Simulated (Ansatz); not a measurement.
Pulling on the Ge1–Br2 bond in BrGeH3 (SMILES [GeH3][Br]) (multiplicity 1 held, fragments rigid). Energies count from the point at 2.332 Å.
Geometry at that point (charge 0, multiplicity 1):
```xyz
5

Ge    -1.1456     0.0468     0.0046
Br     1.1842    -0.0484    -0.0048
H     -1.5399     1.4838    -0.3541
H     -1.6070    -0.3323     1.4163
H     -1.6424    -0.9559    -1.0428
```

R- and RO- levels are restricted; in cc, def2 and unpolarised 6-31G sets they are followed outwards from rest. Unrestricted levels (U-) break spin symmetry where that is lower. Active spaces are followed from a long bond inwards. Levels need not reach the same state.

Correlated levels freeze the cores. Filled d and f shells under p-block atoms count as core.

The values were computed with Ansatz (an electronic-structure program). Each number belongs to the level named beside it.

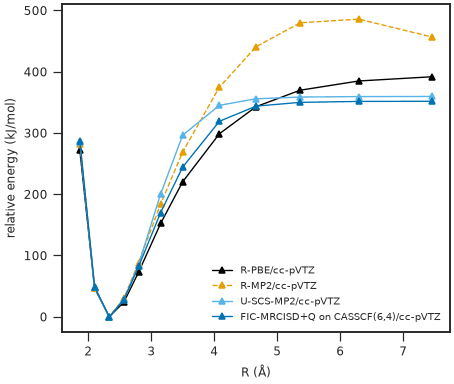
Relative energy along the coordinate

Doubts at one or more of the structures used: a restricted determinant that unrestricted orbitals would lower (R-PBE/cc-pVTZ, R-MP2/cc-pVTZ); a spin-contaminated determinant (U-SCS-MP2/cc-pVTZ); active orbitals that take no part (FIC-MRCISD+Q on CASSCF(6,4)/cc-pVTZ).
